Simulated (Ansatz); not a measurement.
Ge4MoW

```
CELL_PARAMETERS angstrom
4.87136 0.00000 0.00000
0.00000 8.56924 0.00000
0.00000 0.00000 4.87218
ATOMIC_POSITIONS crystal
Ge 0.00000 0.65985 0.00000
Ge 0.50000 0.15985 0.00000
Ge 0.00000 0.15961 0.50000
Ge 0.50000 0.65961 0.50000
Ge 0.00000 0.34015 0.00000
Ge 0.50000 0.84015 0.00000
Ge 0.00000 0.84039 0.50000
Ge 0.50000 0.34039 0.50000
Mo 0.00000 0.00000 0.00000
Mo 0.50000 0.50000 0.00000
W 0.00000 0.50000 0.50000
W 0.50000 0.00000 0.50000
```

Space group Cmmm; a structure generated by program, which may or may not match a known phase; changed on purpose from its base cell (volume × 1.10, shape and atoms relaxed); computed pressure about −13 GPa in this cell; computed without spin polarisation.

Method: DFT PBE, scalar-relativistic, plane waves, PAW (Ansatz).

### What will maps of the valence pseudo-density and electron localisation function show?

Ge–Ge (2.74 Å): ρ at the midpoint is about 0.26 e/Å³; the ELF is about 0.30 at the midpoint (no shared electron pair shows on this line).
Ge–W (2.79 Å): ρ is about 0.33 e/Å³ halfway; the ELF is about 0.45 at the midpoint.
Ge–Mo (2.79 Å): the density is about 0.31 e/Å³ at the midpoint; the ELF is about 0.40 at the midpoint; no shared electron pair shows on this line.
Ge–Mo (2.91 Å): the density is about 0.29 e/Å³ at the midpoint; the ELF is about 0.40 at the midpoint.

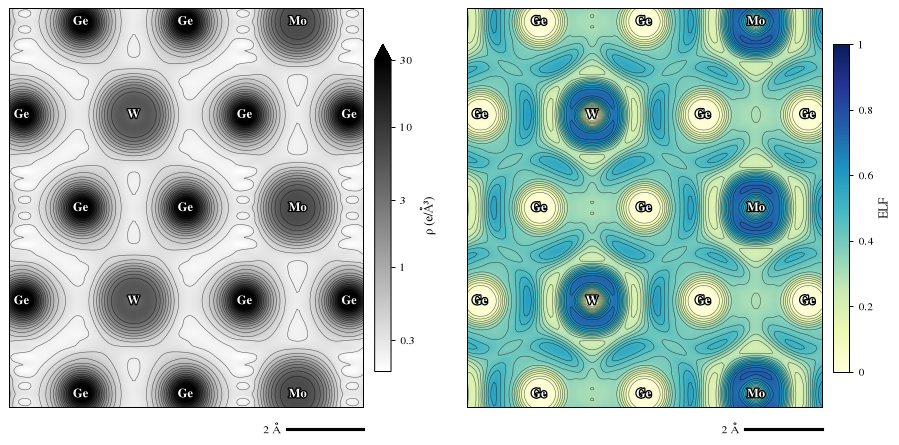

Computed valence pseudo-density and electron localisation function on the (100) plane of the conventional cell, in this order. 

The density is the valence pseudo-density of a PAW calculation; it isn't the true density close to the nuclei.
